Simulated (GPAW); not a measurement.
# Property calculation of BH2S2F

System: BH2S2F.
Method: PBEsol/dzp, scalar-relativistic datasets + spin-orbit (GPAW 26.7.0).

The geometry comes from this level: UFF from SMILES.

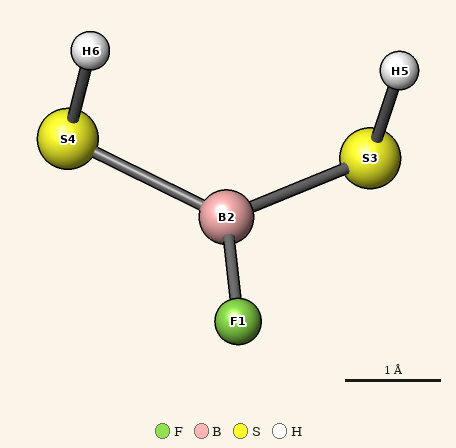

The structure (ball-and-stick view, seen at a tilt; atoms are numbered from 1 in the order of the input). Bond lengths as drawn: B–F 1.44 Å, B–S 1.88 Å and H–S 1.41 Å.

Input (run.py)
```python
from ase import Atoms
from ase.io import write
from gpaw import GPAW, setup_paths
from gpaw.atom.configurations import parameters
from gpaw.atom.generator import Generator
from gpaw.spinorbit import soc_eigenstates
from rdkit import Chem
from rdkit.Chem import AllChem

rd = Chem.AddHs(Chem.MolFromSmiles("FB(S)S"))
AllChem.EmbedMolecule(rd, randomSeed=262)
AllChem.UFFOptimizeMolecule(rd)
molecule = Atoms([a.GetSymbol() for a in rd.GetAtoms()], positions=rd.GetConformer().GetPositions())
write("start.xyz", molecule)
molecule.center(vacuum=4.5)

for symbol in ["B", "F", "H", "S"]:
    Generator(symbol, xcname="PBEsol", scalarrel=True, nofiles=True, txt=None).run(**parameters[symbol])
setup_paths.insert(0, ".")

calc = GPAW(mode="lcao",
            symmetry="off",
            maxiter=100,
            xc="PBEsol",
            basis="dzp",
            poissonsolver={"name": "fast"},
            h=0.18,
            txt="-")
molecule.calc = calc

energy = molecule.get_potential_energy()
print(f"Energy                  {energy:.5f} eV")
forces = molecule.get_forces()
print("Forces (eV/Ang)")
for symbol, f in zip(molecule.symbols, forces):
    print(f'{symbol:2} {f[0]:9.4f} {f[1]:9.4f} {f[2]:9.4f}')

soc = soc_eigenstates(calc)
soc_levels = soc.eigenvalues()[0]
print("Levels with spin-orbit coupling (eV):")
print(soc_levels.round(3))
```

Command:
```bash
OMP_NUM_THREADS=1 python run.py
```

Output
```
__  _  _
 | _ |_)|_||  |
 |__||  | ||/\| - 26.7.0

units:  Angstrom and eV
cores:  1
OpenMP: False

Versions:
  Python: 3.12.14
  ASE:    3.29.0
  Numpy:  2.5.5
  Scipy:  1.18.1
  Libxc:  7.0.0

        _gpaw.cpython-312-x86_64-linux-gnu.so

Input parameters:
  mode=LCAO(),
  basis={'default': 'dzp'},
  h=0.18,
  maxiter=100,
  poissonsolver=PoissonSolver(name='fast'),
  symmetry=Symmetry(point_group=False, time_reversal=False),
  xc=XC(name='PBEsol')
        .------------------------------.
       /|                              |
      / |                              |
     /  |                              |
    /   |                              |
   /    |                              |
  /     |                              |
 *      |                              |
 |      |                              |
 |      |                              |
 |      |        FH                    |
 |      |         B     H              |
 |      |       S                      |
 |      |             S                |
 |      .------------------------------.
 |     /                              /
 |    /                              /
 |   /                              /
 |  /                              /
 | /                              /
 |/                              /
 *------------------------------*

Atoms  # Å, Bohr magnetons
|   | symbol |        x |        y |        z |    initial magnetic moments |
|---|--------|----------|----------|----------|-----------------------------|
| 0 |      F | 5.285362 | 4.516356 | 6.672325 | ( 0.0000,  0.0000,  0.0000) |
| 1 |      B | 5.621007 | 5.058799 | 5.376653 | ( 0.0000,  0.0000,  0.0000) |
| 2 |      S | 7.188803 | 4.500000 | 4.500000 | ( 0.0000,  0.0000,  0.0000) |
| 3 |      S | 4.500000 | 6.337905 | 4.572915 | ( 0.0000,  0.0000,  0.0000) |
| 4 |      H | 7.947408 | 5.522170 | 5.099998 | ( 0.0000,  0.0000,  0.0000) |
| 5 |      H | 5.199135 | 7.400720 | 5.174532 | ( 0.0000,  0.0000,  0.0000) |

Unit cell  # Å
| periodic |         x |         y |         z |   lengths |    angles |
|----------|-----------|-----------|-----------|-----------|-----------|
|       no | 12.447408 |  0.000000 |  0.000000 | 12.447408 | 90.000000 |
|       no |  0.000000 | 11.900720 |  0.000000 | 11.900720 | 90.000000 |
|       no |  0.000000 |  0.000000 | 11.172325 | 11.172325 | 90.000000 |

Number of symmetries: 1
Symmetry operations  # r_c * U_cc + t_c -> r_c
|   | kind |            matrix            |
|---|------|------------------------------|
| 0 |  E   |  1, 0, 0,  0, 1, 0,  0, 0, 1 |

BZ-sampling:
  Number of BZ points: 1
  Number of IBZ points: 1

  Monkhorst-Pack size: [1, 1, 1]
  Monkhorst-Pack shift: [0, 0, 0]

K-points  # in reciprocal-cell coordinates
|   |                                coordinates |     weight |
|---|--------------------------------------------|------------|
| 0 | (  0.00000000,   0.00000000,   0.00000000) | 1.00000000 |

basis functions: 62
Spin-components: 1 (collinear spins)
Bands:           18
Projectors:      26
Spin-degeneracy: 2
Datatype:        <class 'float'>

  Storage: CPU
  Wave functions: 8_928 bytes (8_928 per core)

Parallelization:
  kpt:    1
  domain: 1
  band:   1

Density:
  Valence electrons: 24.0
  Components: 1
  Grid points: [68 68 64]
  Charge: 0.0  # |e|

Potential:
  Grid points: [68 68 64]

species:
  F:
    name:    Fluorine
    Z:       9.0
    valence: 7
    core:    2
    charge:  0.0  # [|e|]
    file:    F.PBEsol
    compensation charges:
      type: gauss
      rc: 0.20  # [Å]
      lmax: 2
    cutoffs:
      filter: 1.14  # [Å]
      core: 0.74  # [Å]
    projectors
    | kind |    occ | energy [eV] | rcut [Å] |
    |------|--------|-------------|----------|
    |   2s |  2.000 |     -29.719 |    0.635 |
    |   2p |  5.000 |     -11.050 |    0.635 |
    |    s |        |      -2.507 |    0.635 |
    |    p |        |      16.162 |    0.635 |
    |    d |        |       0.000 |    0.635 |

    LCAO basis set for F:
      Name: dzp
      File: F.dzp.basis.gz
      Number of radial functions: 5
      Number of spherical harmonics: 13
        l=0, rc=3.8594 Bohr: 2s-sz confined orbital
        l=1, rc=4.8750 Bohr: 2p-sz confined orbital
        l=0, rc=2.0156 Bohr: 2s-dz split-valence wave
        l=1, rc=2.6094 Bohr: 2p-dz split-valence wave
        l=2, rc=4.8750 Bohr: d-type Gaussian polarization
      Number of RI-basis functions 0

  B:
    name:    Boron
    Z:       5.0
    valence: 3
    core:    2
    charge:  0.0  # [|e|]
    file:    B.PBEsol
    compensation charges:
      type: gauss
      rc: 0.20  # [Å]
      lmax: 2
    cutoffs:
      filter: 1.14  # [Å]
      core: 1.42  # [Å]
    projectors
    | kind |    occ | energy [eV] | rcut [Å] |
    |------|--------|-------------|----------|
    |   2s |  2.000 |      -9.361 |    0.635 |
    |   2p |  1.000 |      -3.555 |    0.635 |
    |    s |        |      17.850 |    0.635 |
    |    p |        |      23.657 |    0.635 |
    |    d |        |       0.000 |    0.635 |

    LCAO basis set for B:
      Name: dzp
      File: B.dzp.basis.gz
      Number of radial functions: 5
      Number of spherical harmonics: 13
        l=0, rc=6.6719 Bohr: 2s-sz confined orbital
        l=1, rc=8.2188 Bohr: 2p-sz confined orbital
        l=0, rc=3.7500 Bohr: 2s-dz split-valence wave
        l=1, rc=4.6094 Bohr: 2p-dz split-valence wave
        l=2, rc=8.2188 Bohr: d-type Gaussian polarization
      Number of RI-basis functions 0

  S:
    name:    Sulfur
    Z:       16.0
    valence: 6
    core:    10
    charge:  0.0  # [|e|]
    file:    S.PBEsol
    compensation charges:
      type: gauss
      rc: 0.24  # [Å]
      lmax: 2
    cutoffs:
      filter: 1.77  # [Å]
      core: 1.66  # [Å]
    projectors
    | kind |    occ | energy [eV] | rcut [Å] |
    |------|--------|-------------|----------|
    |   3s |  2.000 |     -17.192 |    0.974 |
    |   3p |  4.000 |      -6.978 |    0.979 |
    |    s |        |      10.020 |    0.974 |
    |    p |        |      20.234 |    0.979 |
    |    d |        |       0.000 |    0.900 |

    LCAO basis set for S:
      Name: dzp
      File: S.dzp.basis.gz
      Number of radial functions: 5
      Number of spherical harmonics: 13
        l=0, rc=5.5156 Bohr: 3s-sz confined orbital
        l=1, rc=6.9375 Bohr: 3p-sz confined orbital
        l=0, rc=3.0469 Bohr: 3s-dz split-valence wave
        l=1, rc=3.9375 Bohr: 3p-dz split-valence wave
        l=2, rc=6.9375 Bohr: d-type Gaussian polarization
      Number of RI-basis functions 0

  H:
    name:    Hydrogen
    Z:       1.0
    valence: 1
    core:    0
    charge:  0.0  # [|e|]
    file:    H.PBEsol
    compensation charges:
      type: gauss
      rc: 0.15  # [Å]
      lmax: 2
    cutoffs:
      filter: 0.85  # [Å]
      core: 0.53  # [Å]
    projectors
    | kind |    occ | energy [eV] | rcut [Å] |
    |------|--------|-------------|----------|
    |   1s |  1.000 |      -6.334 |    0.476 |
    |    s |        |      20.878 |    0.476 |
    |    p |        |       0.000 |    0.476 |

    LCAO basis set for H:
      Name: dzp
      File: H.dzp.basis.gz
      Number of radial functions: 3
      Number of spherical harmonics: 5
        l=0, rc=6.4219 Bohr: 1s-sz confined orbital
        l=0, rc=3.6094 Bohr: 1s-dz split-valence wave
        l=1, rc=6.4219 Bohr: p-type Gaussian polarization
      Number of RI-basis functions 0

Reference energy: -25076.757976  # eV

eigensolver:
  <gpaw.new.lcao.eigensolver.LCAOEigensolver object at 0x7431de83ef30>
density mixing:
  MSR1-Mixer
  Pratt-step length: 0.05
  Maximum mixing coefficient: 0.75
  Old densities: 10
  SVD Regularization: 0.005
  Good broyden scale: 1.0
  Trust region scale: 1.0
  Backstep threshold: 4.0
  History deletion threshold: 6.0
  Fourier metric: weight=20.0, sigma=0.015

occupation numbers:
  # Zero width

FastPoissonSolver using
    Stencil: 6*3+1=19 point O(h^6) finite-difference Laplacian
    FFT axes: []
    FST axes: [np.int64(2), np.int64(0), np.int64(1)]

xc functional:
  name: PBEsol with 2 nearest neighbor stencil
interpolation: tri-quintic # 5. degree polynomial

        .------------------------------.
       /|                              |
      / |                              |
     /  |                              |
    /   |                              |
   /    |                              |
  /     |                              |
 *      |                              |
 |      |                              |
 |      |                              |
 |      |        FH                    |
 |      |         B     H              |
 |      |       S                      |
 |      |             S                |
 |      .------------------------------.
 |     /                              /
 |    /                              /
 |   /                              /
 |  /                              /
 | /                              /
 |/                              /
 *------------------------------*

Atoms  # Å, Bohr magnetons
|   | symbol |        x |        y |        z |    initial magnetic moments |
|---|--------|----------|----------|----------|-----------------------------|
| 0 |      F | 5.285362 | 4.516356 | 6.672325 | ( 0.0000,  0.0000,  0.0000) |
| 1 |      B | 5.621007 | 5.058799 | 5.376653 | ( 0.0000,  0.0000,  0.0000) |
| 2 |      S | 7.188803 | 4.500000 | 4.500000 | ( 0.0000,  0.0000,  0.0000) |
| 3 |      S | 4.500000 | 6.337905 | 4.572915 | ( 0.0000,  0.0000,  0.0000) |
| 4 |      H | 7.947408 | 5.522170 | 5.099998 | ( 0.0000,  0.0000,  0.0000) |
| 5 |      H | 5.199135 | 7.400720 | 5.174532 | ( 0.0000,  0.0000,  0.0000) |

Unit cell  # Å
| periodic |         x |         y |         z |   lengths |    angles |
|----------|-----------|-----------|-----------|-----------|-----------|
|       no | 12.447408 |  0.000000 |  0.000000 | 12.447408 | 90.000000 |
|       no |  0.000000 | 11.900720 |  0.000000 | 11.900720 | 90.000000 |
|       no |  0.000000 |  0.000000 | 11.172325 | 11.172325 | 90.000000 |

Number of symmetries: 1
Symmetry operations  # r_c * U_cc + t_c -> r_c
|   | kind |            matrix            |
|---|------|------------------------------|
| 0 |  E   |  1, 0, 0,  0, 1, 0,  0, 0, 1 |

BZ-sampling:
  Number of BZ points: 1
  Number of IBZ points: 1

  Monkhorst-Pack size: [1, 1, 1]
  Monkhorst-Pack shift: [0, 0, 0]

K-points  # in reciprocal-cell coordinates
|   |                                coordinates |     weight |
|---|--------------------------------------------|------------|
| 0 | (  0.00000000,   0.00000000,   0.00000000) | 1.00000000 |

basis functions: 62
Spin-components: 1 (collinear spins)
Bands:           18
Projectors:      26
Spin-degeneracy: 2
Datatype:        <class 'float'>

  Storage: CPU
  Wave functions: 8_928 bytes (8_928 per core)

Parallelization:
  kpt:    1
  domain: 1
  band:   1

Density:
  Valence electrons: 24.0
  Components: 1
  Grid points: [68 68 64]
  Charge: 0.0  # |e|

Potential:
  Grid points: [68 68 64]

species:
  F:
    name:    Fluorine
    Z:       9.0
    valence: 7
    core:    2
    charge:  0.0  # [|e|]
    file:    F.PBEsol
    compensation charges:
      type: gauss
      rc: 0.20  # [Å]
      lmax: 2
    cutoffs:
      filter: 1.14  # [Å]
      core: 0.74  # [Å]
    projectors
    | kind |    occ | energy [eV] | rcut [Å] |
    |------|--------|-------------|----------|
    |   2s |  2.000 |     -29.719 |    0.635 |
    |   2p |  5.000 |     -11.050 |    0.635 |
    |    s |        |      -2.507 |    0.635 |
    |    p |        |      16.162 |    0.635 |
    |    d |        |       0.000 |    0.635 |

    LCAO basis set for F:
      Name: dzp
      File: F.dzp.basis.gz
      Number of radial functions: 5
      Number of spherical harmonics: 13
        l=0, rc=3.8594 Bohr: 2s-sz confined orbital
        l=1, rc=4.8750 Bohr: 2p-sz confined orbital
        l=0, rc=2.0156 Bohr: 2s-dz split-valence wave
        l=1, rc=2.6094 Bohr: 2p-dz split-valence wave
        l=2, rc=4.8750 Bohr: d-type Gaussian polarization
      Number of RI-basis functions 0

  B:
    name:    Boron
    Z:       5.0
    valence: 3
    core:    2
    charge:  0.0  # [|e|]
    file:    B.PBEsol
    compensation charges:
      type: gauss
      rc: 0.20  # [Å]
      lmax: 2
    cutoffs:
      filter: 1.14  # [Å]
      core: 1.42  # [Å]
    projectors
    | kind |    occ | energy [eV] | rcut [Å] |
    |------|--------|-------------|----------|
    |   2s |  2.000 |      -9.361 |    0.635 |
    |   2p |  1.000 |      -3.555 |    0.635 |
    |    s |        |      17.850 |    0.635 |
    |    p |        |      23.657 |    0.635 |
    |    d |        |       0.000 |    0.635 |

    LCAO basis set for B:
      Name: dzp
      File: B.dzp.basis.gz
      Number of radial functions: 5
      Number of spherical harmonics: 13
        l=0, rc=6.6719 Bohr: 2s-sz confined orbital
        l=1, rc=8.2188 Bohr: 2p-sz confined orbital
        l=0, rc=3.7500 Bohr: 2s-dz split-valence wave
        l=1, rc=4.6094 Bohr: 2p-dz split-valence wave
        l=2, rc=8.2188 Bohr: d-type Gaussian polarization
      Number of RI-basis functions 0

  S:
    name:    Sulfur
    Z:       16.0
    valence: 6
    core:    10
    charge:  0.0  # [|e|]
    file:    S.PBEsol
    compensation charges:
      type: gauss
      rc: 0.24  # [Å]
      lmax: 2
    cutoffs:
      filter: 1.77  # [Å]
      core: 1.66  # [Å]
    projectors
    | kind |    occ | energy [eV] | rcut [Å] |
    |------|--------|-------------|----------|
    |   3s |  2.000 |     -17.192 |    0.974 |
    |   3p |  4.000 |      -6.978 |    0.979 |
    |    s |        |      10.020 |    0.974 |
    |    p |        |      20.234 |    0.979 |
    |    d |        |       0.000 |    0.900 |

    LCAO basis set for S:
      Name: dzp
      File: S.dzp.basis.gz
      Number of radial functions: 5
      Number of spherical harmonics: 13
        l=0, rc=5.5156 Bohr: 3s-sz confined orbital
        l=1, rc=6.9375 Bohr: 3p-sz confined orbital
        l=0, rc=3.0469 Bohr: 3s-dz split-valence wave
        l=1, rc=3.9375 Bohr: 3p-dz split-valence wave
        l=2, rc=6.9375 Bohr: d-type Gaussian polarization
      Number of RI-basis functions 0

  H:
    name:    Hydrogen
    Z:       1.0
    valence: 1
    core:    0
    charge:  0.0  # [|e|]
    file:    H.PBEsol
    compensation charges:
      type: gauss
      rc: 0.15  # [Å]
      lmax: 2
    cutoffs:
      filter: 0.85  # [Å]
      core: 0.53  # [Å]
    projectors
    | kind |    occ | energy [eV] | rcut [Å] |
    |------|--------|-------------|----------|
    |   1s |  1.000 |      -6.334 |    0.476 |
    |    s |        |      20.878 |    0.476 |
    |    p |        |       0.000 |    0.476 |

    LCAO basis set for H:
      Name: dzp
      File: H.dzp.basis.gz
      Number of radial functions: 3
      Number of spherical harmonics: 5
        l=0, rc=6.4219 Bohr: 1s-sz confined orbital
        l=0, rc=3.6094 Bohr: 1s-dz split-valence wave
        l=1, rc=6.4219 Bohr: p-type Gaussian polarization
      Number of RI-basis functions 0

Reference energy: -25076.757976  # eV

eigensolver:
  <gpaw.new.lcao.eigensolver.LCAOEigensolver object at 0x7431de757ad0>
density mixing:
  MSR1-Mixer
  Pratt-step length: 0.05
  Maximum mixing coefficient: 0.75
  Old densities: 10
  SVD Regularization: 0.005
  Good broyden scale: 1.0
  Trust region scale: 1.0
  Backstep threshold: 4.0
  History deletion threshold: 6.0
  Fourier metric: weight=20.0, sigma=0.015

occupation numbers:
  # Zero width

FastPoissonSolver using
    Stencil: 6*3+1=19 point O(h^6) finite-difference Laplacian
    FFT axes: []
    FST axes: [np.int64(2), np.int64(0), np.int64(1)]

xc functional:
  name: PBEsol with 2 nearest neighbor stencil
interpolation: tri-quintic # 5. degree polynomial

Initialization done in: 11.482 s

convergence criteria:
- Maximum [total energy] change in last 3 cyles: 0.0005 eV / valence electron
- Maximum integral of absolute [dens]ity change: 0.0001 electrons / valence electron
- Maximum integral of absolute [eigenst]ate change: 4e-08 eV^2 / valence electron
maximum number of iterations: 100

SCF iterations
|iter     |     time |      energy | eigst |  dens |
|---------|----------|-------------|-------|-------|
|iter:   1| 00:00:12 |  -26.875027 |      c|       |
|iter:   2| 00:00:13 |  -26.783222 |      c| -0.97 |
|iter:   3| 00:00:15 |  -26.355691 |      c| -0.99 |
|iter:   4| 00:00:16 |  -26.338335 |      c| -1.56 |
|iter:   5| 00:00:18 |  -26.337583 |      c| -2.39 |
|iter:   6| 00:00:19 |  -26.337518c|      c| -2.97 |
|iter:   7| 00:00:21 |  -26.337514c|      c| -3.28 |
|iter:   8| 00:00:22 |  -26.337514c|      c| -4.16c|

Converged in 8 steps
SCF loop duration: 10.743 s (1.343 s/step)
Energy contributions relative to reference atoms: (reference = -25076.757976)

Energy contributions:
  Kinetic:          21.106994
  Coulomb:         -23.851833
  Zero:              0.249872
  External:          0.000000
  Xc:              -23.842547
  Entropy:           0.000000
  Spinorbit:         0.000000
  ----------------------------
  Free energy:     -26.337514
  Extrapolated:    -26.337514

dipole moment: (0.203858, 0.298569, -0.009996)  # |e|*Ang

Fermi level: -4.318
Eigenvalues  # (at kpt = [0.000, 0.000, 0.000])
| band index |      eig [eV] | occ [0-2] |
|------------|---------------|-----------|
|          0 |       -29.517 |     2.000 |
|        ... |               |           |
|          4 |       -11.161 |     2.000 |
|          5 |       -10.769 |     2.000 |
|          6 |       -10.397 |     2.000 |
|          7 |        -9.619 |     2.000 |
|          8 |        -9.289 |     2.000 |
|          9 |        -7.801 |     2.000 |
|         10 |        -6.519 |     2.000 |
|         11 |        -5.571 |     2.000 |
|         12 |        -3.065 |     0.000 |
|         13 |        -0.228 |     0.000 |
|         14 |        -0.085 |     0.000 |
|         15 |         0.482 |     0.000 |
|         16 |         2.738 |     0.000 |
|         17 |         2.844 |     0.000 |

Gap: 2.506 eV
Transition (v -> c):
  (s=0, k=0, n=11, [0.00, 0.00, 0.00]) -> (s=0, k=0, n=12, [0.00, 0.00, 0.00])
No difference between direct/indirect transitions
vacuum-level: 0.000  # V
Energy                  -26.33751 eV

Forces  # eV/Ang
|        x |        y |        z |
|----------|----------|----------|
|  0.70329 |  1.09863 | -2.99490 |  # F    0
| -0.19999 | -0.38902 |  2.24145 |  # B    1
|  0.02666 |  0.35911 |  0.62035 |  # S    2
|  0.27871 |  0.13545 |  0.60985 |  # S    3
| -0.55366 | -0.50860 | -0.24785 |  # H    4
| -0.28993 | -0.69039 | -0.25937 |  # H    5

Force computation time: 0.342  # s
Forces (eV/Ang)
F     0.7033    1.0986   -2.9949
B    -0.2000   -0.3890    2.2414
S     0.0267    0.3591    0.6203
S     0.2787    0.1354    0.6098
H    -0.5537   -0.5086   -0.2479
H    -0.2899   -0.6904   -0.2594
Levels with spin-orbit coupling (eV):
[-29.517 -29.517 -18.669 -18.669 -17.904 -17.904 -13.014 -13.014 -11.162
 -11.162 -10.769 -10.769 -10.397 -10.397  -9.619  -9.619  -9.289  -9.289
  -7.801  -7.801  -6.519  -6.519  -5.571  -5.571  -3.065  -3.065  -0.228
  -0.228  -0.085  -0.085   0.482   0.482   2.738   2.738   2.844   2.844]
```

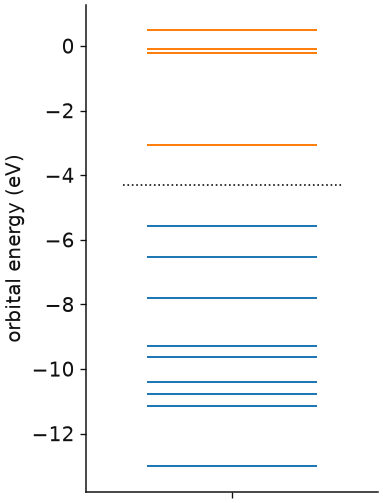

Orbital energies near the frontier; the dotted line parts filled from empty levels, and levels within 0.02 eV of each other stand side by side. Highest filled −5.57 eV, lowest empty −3.07 eV, 2.50 eV apart.

Key numbers

- outcome: converged
- energy relative to the program's reference atoms: −26.3375 eV
- basis functions: 62
- largest force: 3.267 eV/Å
- HOMO: −5.57 eV
- LUMO: −3.07 eV
- dipole moment: 1.74 D
- hardware: 1 thread of Intel Xeon @ 2.50GHz (Skylake/Cascade Lake), 12 GiB of memory available, shared host
- wall time: 25 s
- peak memory: 0.77 GiB

Remarks

Further notes kept with the run: datasets made with stock radii, not tested.
